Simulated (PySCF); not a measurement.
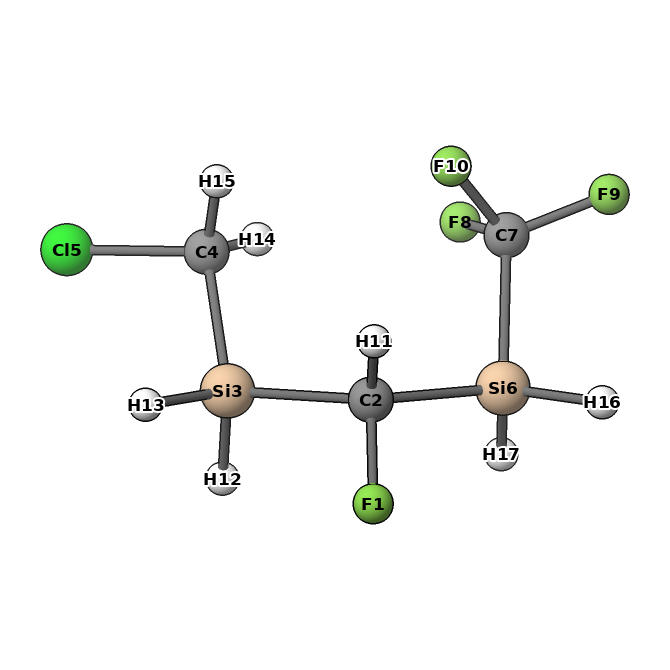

The geometry was computed by an optimisation with GFN2-xTB. No frequency run is at hand to confirm it as a minimum. Electric field gradients from the ground-state density, PBE0/pcSseg-1 (PySCF 2.14.0), non-relativistic apart from any core potentials.

Give the largest field-gradient component, the quadrupole coupling constant and the asymmetry for 35Cl at Cl5 (Q = −81.7 mb), 2H at H11 (Q = 2.86 mb), 2H at H12 (Q = 2.86 mb).

| atom | V_zz (a.u.) | e²qQ/h (MHz) | η |
| --- | --- | --- | --- |
| Cl5 | 4.082 | −78.4 | 0.04 |
| H11 | 0.291 | 0.196 | 0.09 |
| H12 | 0.161 | 0.108 | 0.01 |

The geometry is semi-empirical. Around Si such bond lengths and angles can be off by a tenth of an ångström or more and by several degrees, and values that hang on the shape move with them.
